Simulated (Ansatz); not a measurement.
**CHFGe (triplet): RPA-PBE over vertical spin and charge gaps, cc-pVDZ**

How well do these functionals follow the top wave-function level for CHFGe (triplet) over vertical spin and charge gaps?

Computed with Ansatz 0.2.0, Gaussian basis. Level: cc-pVDZ, all electrons in the functionals, frozen cores in the correlation of double hybrids and RPA.

The runs, in order: RPA-PBE, at charge 0, triplet; charge 0, singlet; charge 0, quintet; charge 1, doublet; charge 1, quartet.

9 further runs of the same task are left out: 2 for a known fault of the program, 1 that didn't finish, 6 set aside as unsound or not needed. Runs told in other sessions of the task aren't counted.

**1. What is computed**

The geometry is a PBE0/def2-TZVP stationary point (not a proven minimum). No spin-orbit coupling is included. The filled d shell of Ge may be among the frozen orbitals whatever the setting's name suggests.

4 atoms, charge 0, spin multiplicity 3.

Atoms are counted from 1 here; the program's logs count them from 0.

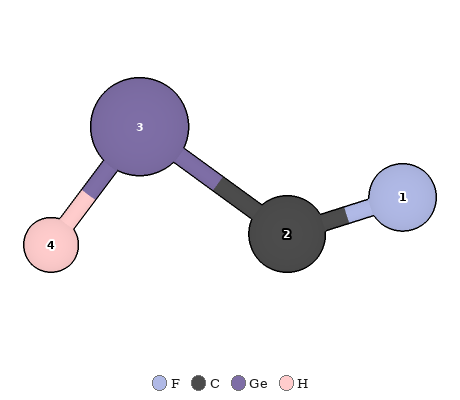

The structure; fluorine light blue, carbon dark grey, germanium purple, hydrogen pink; atoms are numbered from 1 in the order of the file.

As a file:

```xyz
4
CHFGe
F     0.0000   -0.1784    2.1749
C     0.0000    0.5644    1.1121
Ge    0.0000   -0.0665   -0.7352
H     0.0000    1.4272   -1.2647
```

No dispersion term is added.

The geometry shown and the zero of energy belong to the point charge 0, triplet. The yardstick, UCCSD(T), and other wave-function levels (R restricted, U unrestricted, valence and pair active spaces) come from earlier runs.

**2. RPA-PBE, charge 0, triplet**

Contents of in.yaml:

```yaml
crystal:
  periodic: [false, false, false]
  atoms:
    - {symbol: F, position_ang: [0.000000, -0.178389, 2.174912]}
    - {symbol: C, position_ang: [0.000000, 0.564387, 1.112124]}
    - {symbol: Ge, position_ang: [0.000000, -0.066466, -0.735166]}
    - {symbol: H, position_ang: [0.000000, 1.427192, -1.264730]}
basis:
  gaussian: {orbitals: cc-pVDZ}
magnetization: {spin_polarized: true, initial_magnetization: 2}
hamiltonian: {xc: {name: PBE}}
correlation: {method: rpa, electrons: outside_noble_gas}
```

Command:

```
$ ansatz run in.yaml --threads 1 --pin off --events-out ev --progress --plain --max-ram 2560MiB --backend cpu
```

Standard output:

```text
Functional definition: PBE
  name "PBE"
  cite "Perdew, Burke & Ernzerhof, Phys. Rev. Lett. 77, 3865 (1996) doi:10.1103/PhysRevLett.77.3865"
  parent pbe
  parameter kappa = 0.804
  parameter beta = 0.06672455060314922
  exchange = pbe_x(kappa = kappa, mu = beta*pi^2/3)
  correlation = pbe_c(beta = beta)
632 factors; integrals over basis functions are off by at most 1.1e-3 eV
mean field evaluation 1: about -60268.8455 eV, gradient 1.9e1 eV
mean field evaluation 2: about -60268.8402 eV, gradient 1.9e1 eV
mean field evaluation 4: about -60270.4411 eV, gradient 8.1e0 eV
mean field evaluation 8: about -60271.0196 eV, gradient 1.3e-1 eV
mean field evaluation 16: about -60271.0194 eV, gradient 2.7e-5 eV
mean field evaluation 32: about -60271.0024 eV, gradient 6.5e-1 eV
mean field -60271.01939646 eV, -2214.9191096555 hartree, gradient 3.1e-6 eV, S^2 2.004219; 3 other end points of the search recorded, 0 dependent functions left out
16 core orbitals not correlated, not the lowest: weight in the atoms' cores, before any rotation towards them, 0.998 or more for the frozen orbitals, at most 0.001 for the correlated occupied ones
reference -60220.03269303 eV, -2213.0453828648 hartree; 9, 7 occupied and 35, 37 virtual orbitals, 632 factors
Total energy: -60236.49468867 eV, -2213.6503500462 hartree
```

It took 3.5 s on 1 thread of AMD EPYC 7R13, shared host.

From the report: ⟨S²⟩ of the determinant 2.004 (pure triplet: 2.00).

**3. RPA-PBE, charge 0, singlet**

in.yaml, as its differences from that of step 2:

```diff
@@ -9,3 +9,3 @@
   gaussian: {orbitals: cc-pVDZ}
-magnetization: {spin_polarized: true, initial_magnetization: 2}
+magnetization: {spin_polarized: true, initial_magnetization: 0}
 hamiltonian: {xc: {name: PBE}}
```

Launched as before.

Standard output, shortened:

```text
Functional definition: PBE
  name "PBE"
  cite "Perdew, Burke & Ernzerhof, Phys. Rev. Lett. 77, 3865 (1996) doi:10.1103/PhysRevLett.77.3865"
  parent pbe
[...]
632 factors; integrals over basis functions are off by at most 1.1e-3 eV
[...]
mean field -60271.01414207 eV, -2214.9189165602 hartree, gradient 9.0e-6 eV, S^2 0.708204; 13 other end points of the search recorded, 0 dependent functions left out
16 core orbitals not correlated, not the lowest: weight in the atoms' cores, before any rotation towards them, 0.997 or more for the frozen orbitals, at most 0.001 for the correlated occupied ones
reference -60219.19474207 eV, -2213.0145887349 hartree; 8, 8 occupied and 36, 36 virtual orbitals, 632 factors
Total energy: -60236.45115326 eV, -2213.6487501492 hartree
```

Run time: 9 s. Hardware: 1 thread of AMD EPYC 7R13, shared host.

From the report: ⟨S²⟩ of the determinant 0.708 (pure singlet: 0.00). The determinant of RPA-PBE (⟨S²⟩ 0.71) is far from a pure spin state, so its energy mixes those of several spin states; that is harmless only where they are near-degenerate.

From charge 0, triplet: +4.2 kJ/mol.

**4. RPA-PBE, charge 0, quintet**

in.yaml, as its differences from that of step 3:

```diff
@@ -9,3 +9,3 @@
   gaussian: {orbitals: cc-pVDZ}
-magnetization: {spin_polarized: true, initial_magnetization: 0}
+magnetization: {spin_polarized: true, initial_magnetization: 4}
 hamiltonian: {xc: {name: PBE}}
```

Same command.

Standard output, shortened:

```text
Functional definition: PBE
  name "PBE"
  cite "Perdew, Burke & Ernzerhof, Phys. Rev. Lett. 77, 3865 (1996) doi:10.1103/PhysRevLett.77.3865"
  parent pbe
[...]
632 factors; integrals over basis functions are off by at most 1.1e-3 eV
[...]
mean field -60267.57547688 eV, -2214.7925479455 hartree, gradient 4.0e-6 eV, S^2 6.004240; 1 other end points of the search recorded, 0 dependent functions left out
16 core orbitals not correlated, not the lowest: weight in the atoms' cores, before any rotation towards them, 0.993 or more for the frozen orbitals, at most 0.013 for the correlated occupied ones
reference -60218.17837688 eV, -2212.9772380030 hartree; 10, 6 occupied and 34, 38 virtual orbitals, 632 factors
Total energy: -60233.21548682 eV, -2213.5298416007 hartree
```

Run time: 2.1 s. Hardware: 1 thread of AMD EPYC 7R13, shared host.

From the report: ⟨S²⟩ of the determinant 6.004 (pure quintet: 6.00).

From charge 0, triplet: +316.4 kJ/mol.

**5. RPA-PBE, charge 1, doublet**

in.yaml, as its differences from that of step 4:

```diff
@@ -9,3 +9,4 @@
   gaussian: {orbitals: cc-pVDZ}
-magnetization: {spin_polarized: true, initial_magnetization: 4}
+total_charge: 1
+magnetization: {spin_polarized: true, initial_magnetization: 1}
 hamiltonian: {xc: {name: PBE}}
```

Launched as before.

Standard output, shortened:

```text
Functional definition: PBE
  name "PBE"
  cite "Perdew, Burke & Ernzerhof, Phys. Rev. Lett. 77, 3865 (1996) doi:10.1103/PhysRevLett.77.3865"
  parent pbe
[...]
631 factors; integrals over basis functions are off by at most 1.1e-3 eV
[...]
mean field -60262.74234723 eV, -2214.6149337068 hartree, gradient 3.0e-6 eV, S^2 0.773368; 7 other end points of the search recorded, 0 dependent functions left out
16 core orbitals not correlated, not the lowest: weight in the atoms' cores, before any rotation towards them, 0.997 or more for the frozen orbitals, at most 0.003 for the correlated occupied ones
reference -60211.20204046 eV, -2212.7208623682 hartree; 8, 7 occupied and 36, 37 virtual orbitals, 631 factors
Total energy: -60228.27527503 eV, -2213.3482921661 hartree
```

Run time: 4.5 s. Hardware: 1 thread of AMD EPYC 7R13, shared host.

From the report: ⟨S²⟩ of the determinant 0.773 (pure doublet: 0.75).

From charge 0, triplet: +793.1 kJ/mol.

**6. RPA-PBE, charge 1, quartet**

in.yaml, as its differences from that of step 5:

```diff
@@ -10,3 +10,3 @@
 total_charge: 1
-magnetization: {spin_polarized: true, initial_magnetization: 1}
+magnetization: {spin_polarized: true, initial_magnetization: 3}
 hamiltonian: {xc: {name: PBE}}
```

Launched as before.

Standard output, shortened:

```text
Functional definition: PBE
  name "PBE"
  cite "Perdew, Burke & Ernzerhof, Phys. Rev. Lett. 77, 3865 (1996) doi:10.1103/PhysRevLett.77.3865"
  parent pbe
[...]
631 factors; integrals over basis functions are off by at most 1.1e-3 eV
[...]
mean field -60261.28268601 eV, -2214.5612921466 hartree, gradient 7.2e-6 eV, S^2 3.755147; 0 other end points of the search recorded, 0 dependent functions left out
16 core orbitals not correlated, not the lowest: weight in the atoms' cores, before any rotation towards them, 0.959 or more for the frozen orbitals, at most 0.063 for the correlated occupied ones
reference -60211.19238911 eV, -2212.7205076877 hartree; 9, 6 occupied and 35, 38 virtual orbitals, 631 factors
Total energy: -60226.82912005 eV, -2213.2951469509 hartree
```

Run time: 2 s. Hardware: 1 thread of AMD EPYC 7R13, shared host.

From the report: ⟨S²⟩ of the determinant 3.755 (pure quartet: 3.75).

From charge 0, triplet: +932.6 kJ/mol.

**7. Against the wave-function levels**

No level is safe as a reference over these points; UCCSD(T) serves as a yardstick only. It comes from earlier runs at the same points. Energies in kJ/mol, counted from charge 0, triplet; blanks weren't run or aren't comparable.

```
   level  triplet to singlet  triplet to quintet  ionisation to the doublet cation  ionisation to the quartet cation
UCCSD(T)                                   292.9                             792.2                             921.4
 RPA-PBE                 4.2               316.4                             793.1                             932.6
```

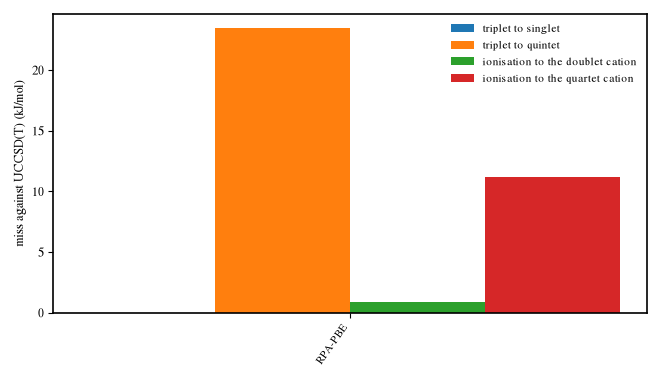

Misses of the gaps against UCCSD(T).

Largest miss and mean time a point (UCCSD(T) took 22 s a point; shared hosts):

```
  level  largest miss (kJ/mol)               where  time a point
RPA-PBE                  +23.5  triplet to quintet         4.2 s
```

**8. Results**

| quantity | value |
| --- | --- |
| triplet to quintet, UCCSD(T) | 292.9 kJ/mol |
| ionisation to the doublet cation, UCCSD(T) | 792.2 kJ/mol |
| ionisation to the quartet cation, UCCSD(T) | 921.4 kJ/mol |
| largest miss, RPA-PBE | +23.5 kJ/mol (triplet to quintet) |

What this shows: Misses are known at 3 of 4 points at best, and only functionals with that many are ranked. RPA-PBE strays by up to 23.5 kJ/mol, at triplet to quintet. RPA-PBE clearly breaks the spin symmetry at some points (⟨S²⟩ up to 0.71 above the pure value), so energy there is bought with a mixed spin. Functionals and the yardstick converge differently with the basis, so part of each miss in cc-pVDZ is the basis. The yardstick itself may be off where one determinant is a poor start.
